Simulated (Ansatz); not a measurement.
```xyz
6

B     0.8882   -0.7398    0.7179
Ga   -1.0776   -0.6094    0.3027
H     1.0459    0.1084    1.5869
H    -2.6401   -0.5054   -0.0268
H     1.0172   -1.8973    1.0957
H     1.4177   -0.4843   -0.3562
```

Geometry: PBE0-D3(BJ)/def2-SVP.

Level of theory: isolated molecule in a Gaussian basis; Kohn-Sham density functional theory, functional PBE0 in Ansatz.

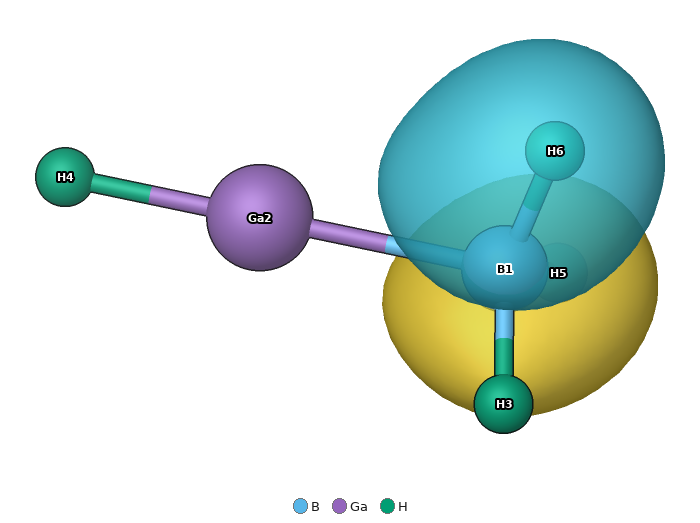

BGaH₄ (SMILES [BH3-][GaH+]). The HOMO−1 at ±0.15 Å⁻³ᐟ² (yellow and cyan are the two phases), seen at an oblique angle.

### What is the character of this orbital?

It lies mainly on B1 (about 40 %), H5 (about 25 %), H6 (about 25 %) and Ga2 (about 10 %). It is one of a degenerate set, so its orientation is arbitrary. Its energy is −8.74 eV.
